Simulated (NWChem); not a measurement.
**C2H6S (dimethyl sulfide): B3LYP/def2-SVPD**

What is the vertical ionisation energy of C2H6S (dimethyl sulfide) at B3LYP/def2-SVPD? 

The calculation is run with NWChem 7.3.0.

**1. Starting point**

C2H6S: 9 atoms, total charge 0, spin state singlet. As SMILES, `CSC`. Geometry: relaxed at PBE0-D4/def2-TZVP.

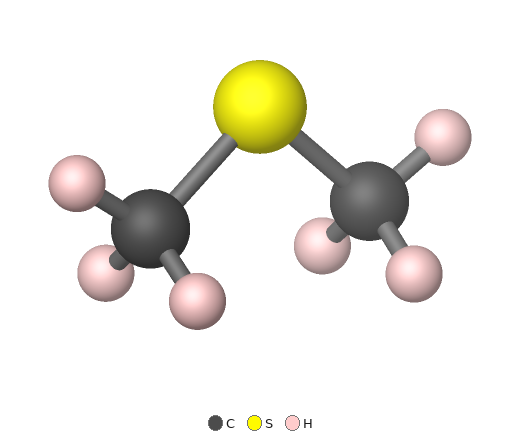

Viewed from a chosen angle; carbon dark grey, sulfur yellow, hydrogen pink.

**2. A single-point energy at B3LYP/def2-SVPD**

Contents of input.nw:

```
start input
title "C2H6S B3LYP"
memory 2200 mb

geometry units atomic noautosym nocenter noautoz
   C     -0.89743094     1.97835428    -1.38422439
   S      1.56185864    -0.35035522    -1.57981104
   C      0.98757087    -2.00953476     1.32299726
   H     -2.76145679     1.09452937    -1.33546945
   H     -0.76477216     3.14828372    -3.07534030
   H     -0.65649086     3.18248777     0.27419926
   H     -0.89629710    -2.85121878     1.34265041
   H      2.38634615    -3.51734724     1.45017583
   H      1.20810191    -0.76307141     2.95269707
end

basis spherical bse
   C library def2-SVPD
   S library def2-SVPD
   H library def2-SVPD
end

dft
   xc b3lyp
   grid fine
   convergence energy 1e-08
   iterations 100
   mulliken
   print low
end

task dft
```

Command:

```bash
$ nwchem input.nw > input.out
```

What it wrote:

```text
[...]
 d= 0,ls=0.0,diis     1   -477.8272362259 -5.89D+02  8.84D-03  2.72D-01     2.8
[...]
 d= 0,ls=0.0,diis     8   -477.8557457559 -1.73D-09  3.19D-07  5.01D-10    19.4
         Total DFT energy =     -477.855745755883
      One electron energy =     -876.881105894301
           Coulomb energy =      326.401862817720
    Exchange-Corr. energy =      -38.773568606615
 Nuclear repulsion energy =      111.397065927313
[...]
      Total Density - Mulliken Population Analysis
     ---------------------------------------------
    Atom       Charge   Shell Charges
 -----------   ------   -------------------------------------------------------
    1 C    6     5.51   1.98  0.95 -0.34 -0.00  2.12  0.77  0.03 -0.01
    2 S   16    16.44   2.00  1.98  1.28  0.56  0.04  5.92  1.84  2.43  0.17  0.09  0.12
    3 C    6     5.51   1.98  0.95 -0.34 -0.00  2.12  0.77  0.03 -0.01
    4 H    1     1.07   0.76  0.23  0.02  0.07
    5 H    1     1.13   0.75  0.27  0.02  0.08
    6 H    1     1.07   0.76  0.23  0.02  0.07
    7 H    1     1.07   0.76  0.23  0.02  0.07
    8 H    1     1.13   0.75  0.27  0.02  0.08
    9 H    1     1.07   0.76  0.23  0.02  0.07
[...]
```

It took 20 s on 1 thread of AMD EPYC 7R43 (Zen 3), shared host; peak memory 0.11 GiB.

**3. The doublet cation at the same level**

Contents of c2h6s.nw:

```
start c2h6s
title "C2H6S B3LYP"
memory stack 880 mb heap 220 mb global 1100 mb
charge 1

geometry units atomic noautosym nocenter noautoz
  C  -0.89743094  1.97835428 -1.38422439
  S   1.56185864 -0.35035522 -1.57981104
  C   0.98757087 -2.00953476  1.32299726
  H  -2.76145679  1.09452937 -1.33546945
  H  -0.76477216  3.14828372 -3.07534030
  H  -0.65649086  3.18248777  0.27419926
  H  -0.89629710 -2.85121878  1.34265041
  H   2.38634615 -3.51734724  1.45017583
  H   1.20810191 -0.76307141  2.95269707
end

basis spherical bse
  * library def2-SVPD
end

dft
  xc b3lyp
  mult 2
  grid fine
  convergence energy 1e-08
  iterations 100
  mulliken
  noprint "final vectors analysis"
end

task dft energy
```

Command:

```bash
$ nwchem c2h6s.nw > c2h6s.out
```

What it wrote:

```text
[...]
          Wavefunction type:  spin polarized.
          No. of atoms     :     9
          No. of electrons :    33
[...]
          Charge           :     1
          Spin multiplicity:     2
[...]
          AO basis - number of functions:   115
[...]
              XC Information
              --------------
                         B3LYP Method XC Potential
                     Hartree-Fock (Exact) Exchange  0.200
                        Slater Exchange Functional  0.800 local
                    Becke 1988 Exchange Functional  0.720 non-local
              Lee-Yang-Parr Correlation Functional  0.810
                  VWN I RPA Correlation Functional  0.190 local
[...]
 d= 0,ls=0.0,diis     1   -477.4673013112 -5.89D+02  7.00D-03  2.09D-01     3.9
[...]
 d= 0,ls=0.0,diis    10   -477.5371528773 -3.15D-09  6.64D-07  3.48D-09    37.4
[...]
         Total DFT energy =     -477.537152877300
      One electron energy =     -867.712090943913
           Coulomb energy =      317.239483251070
    Exchange-Corr. energy =      -38.461611111771
 Nuclear repulsion energy =      111.397065927313
[...]
      Total Density - Mulliken Population Analysis
     ---------------------------------------------
    Atom       Charge   Shell Charges
 -----------   ------   -------------------------------------------------------
    1 C    6     5.56   1.98  0.96 -0.28 -0.02  2.12  0.83  0.03 -0.06
    2 S   16    15.97   2.00  1.98  1.37  0.50  0.01  5.92  1.75  2.13  0.11  0.10  0.10
    3 C    6     5.56   1.98  0.96 -0.28 -0.02  2.12  0.83  0.03 -0.06
    4 H    1     0.96   0.72  0.15  0.02  0.06
    5 H    1     1.04   0.73  0.20  0.02  0.08
    6 H    1     0.96   0.72  0.15  0.02  0.06
    7 H    1     0.96   0.72  0.15  0.02  0.06
    8 H    1     1.04   0.73  0.20  0.02  0.08
    9 H    1     0.96   0.72  0.15  0.02  0.06
[...]
      <S2> =      0.7538 (Exact =     0.7500)
[...]
```

Run time: 38 s. Hardware: 1 thread of AMD EPYC 7R43 (Zen 3), shared host; peak memory 0.11 GiB.

**4. Results**

At B3LYP/def2-SVPD:

| quantity | value |
| --- | --- |
| singlet C2H6S: total energy | -477.85575 Eh |
| doublet cation: total energy | -477.53715 Eh |
| doublet cation: ⟨S²⟩ | 0.754 |
| vertical ionisation energy (to the doublet cation) | 8.669 eV |

**Reading.** Removing an electron at fixed nuclei costs 8.67 eV (836 kJ/mol). Mulliken charges (singlet C2H6S) run from -0.44 on S2 to +0.49 on C1; in a basis this large or diffuse they mean little. Mulliken charges (doublet cation) run from -0.04 on H5 to +0.44 on C1; in a basis this large or diffuse they mean little.
